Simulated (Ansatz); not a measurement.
## Electronic structure of H8N2Si2 in real space

Input

```
crystal:
  periodic: [false, false, false]
  atoms:
    - { symbol: Si, position_ang: [0.0, 0.0, 0.0] }
    - { symbol: Si, position_ang: [0.0, 0.0, 2.22] }
    - { symbol: H, position_ang: [-1.3148, -0.4067, 2.7074] }
    - { symbol: H, position_ang: [1.0096, -0.9353, 2.7074] }
    - { symbol: H, position_ang: [0.3052, 1.342, 2.7074] }
    - { symbol: "N", position_ang: [1.7163, 0.0, -0.6061] }
    - { symbol: H, position_ang: [2.2145, -0.918, -0.7868] }
    - { symbol: H, position_ang: [2.2175, 0.918, -0.7783] }
    - { symbol: "N", position_ang: [-0.8572, 1.4851, -0.6061] }
    - { symbol: H, position_ang: [-1.8773, 1.43, -0.8888] }
    - { symbol: H, position_ang: [-0.3367, 2.4058, -0.6766] }
    - { symbol: H, position_ang: [-0.6877, -1.1914, -0.4862] }
basis:
  gaussian: { orbitals: def2-SVP }
hamiltonian:
  xc: lda
relax:
  f_tol: 0.02
  max_steps: 40
output:
  orbitals: {}
```

Run with:

```sh
ansatz run input.yaml --threads 4 --pin off --max-ram 5120MiB --backend cpu --events-out ev --progress --plain --runs-dir out
```

The fields are those of the run's last geometry, not of the input's.

The calculation used RKS LDA/def2-SVP in Ansatz 0.2.0.

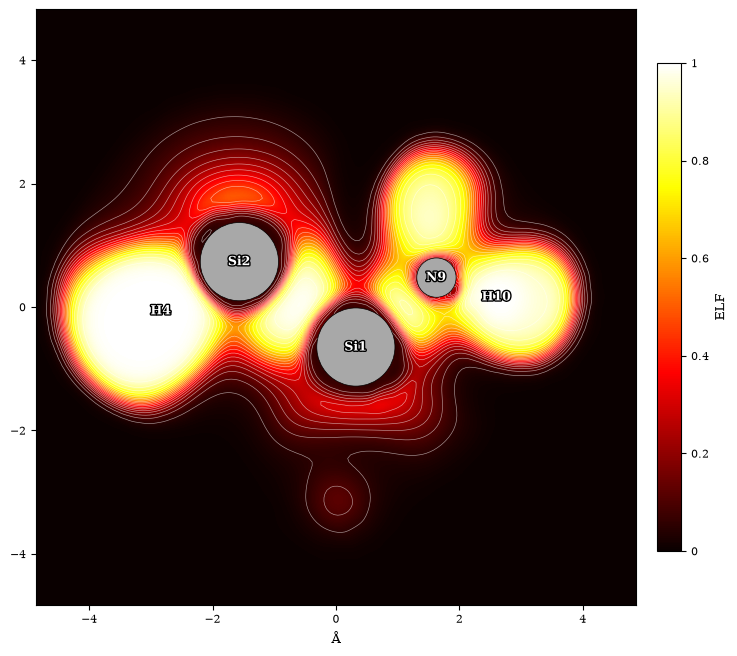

Figure 1. Electron localisation function on the plane of atoms Si1, N9 and H10. Grey discs cover the atomic cores.

> Read the bonding off the picture.

The plane passes through Si, H and N nuclei. Si–N (1.72 Å): the ELF peaks at about 0.90 between the atoms; a shared but strongly polarised pair. Si–Si (2.34 Å): the ELF peaks at about 1 between the atoms; a covalent bond. N–H (1.03 Å): the ELF climbs to about 1 towards the hydrogen, as it does in any bond to H: an ordinary covalent bond to hydrogen. Si–H (1.51 Å): the ELF climbs to about 1 towards the hydrogen.

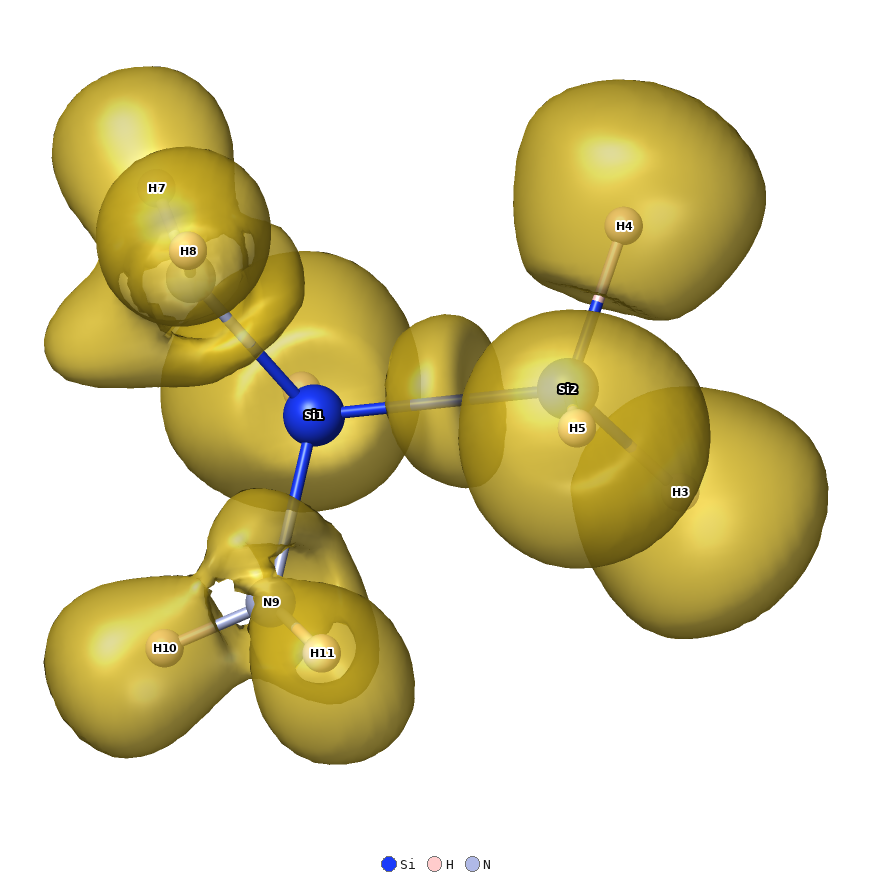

Figure 2. Isosurface of the ELF at 0.8 (yellow), seen across its widest extent. Only the valence region is drawn (cores and ρ < 0.01 e/Å³ removed).

> What do the ELF domains correspond to?

The surface consists of one region between bonded Si–Si atoms (shared pairs), four regions around hydrogen nuclei and two joined regions spread over several atoms (H, N), in which their bonds and any lone pairs are merged.

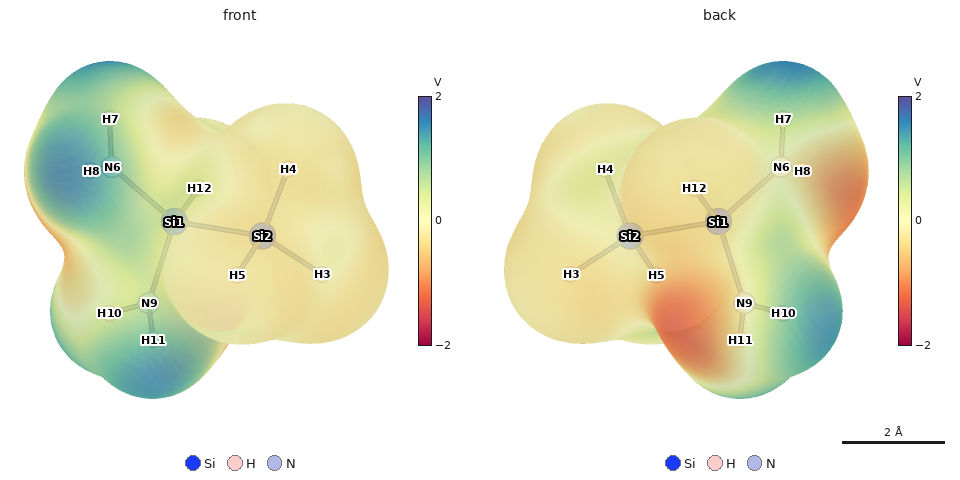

Figure 3. The molecular electrostatic potential painted on the density surface at 0.002 e/bohr³, seen from the front and from behind; red is negative and blue positive.

> Which sites attract a positive test charge, and which a negative one?

A positive charge is drawn to the negative regions and a negative charge to the positive ones. The most negative region (about −1.3 V, or −30 kcal/mol for a unit charge) lies over N9, the most positive (about +1.6 V, or +37 kcal/mol for a unit charge) over H7, H8, H10 and H11. N9 is the likeliest acceptor of a hydrogen bond.
